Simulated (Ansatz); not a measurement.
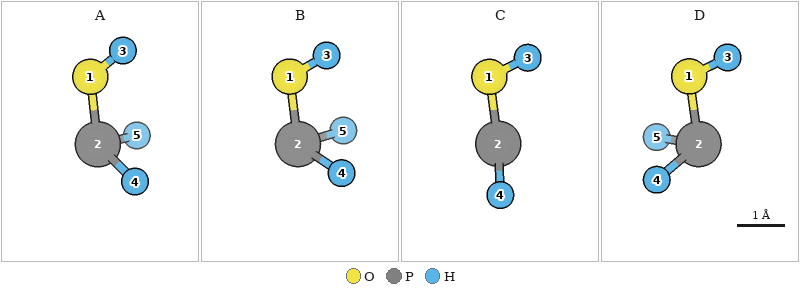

4 geometries from a converged minimum-energy path of PH3O, shuffled. Style: ball-and-stick. Shown from a free direction.

These are results of RHF/def2-TZVP in Ansatz 0.2.0, not measurements. Set-up: 5 movable images; climbing image; force threshold 0.03 eV/Å; iteration limit 60; starting path by image-dependent pair potential.

Which frame is the top of the path?

C. In order along the path, whose images run from 0 to 6: D (image 0, 0.0 kJ/mol), C (image 3, +208.5 kJ/mol), A (image 5, +20.4 kJ/mol), B (image 6, −1.4 kJ/mol). The motion is an umbrella inversion at P2. No bond forms or breaks between the ends. Among the angles between lasting bonds that change up to the highest image: H4–P2–H5 94.0° → 125.3°, O1–P2–H4 99.4° → 117.3°.

The run took 88 s on 1 thread of Intel(R) Xeon(R) Processor @ 2.50GHz (Skylake/Cascade Lake), on a shared host, peak memory 0.13 GiB.
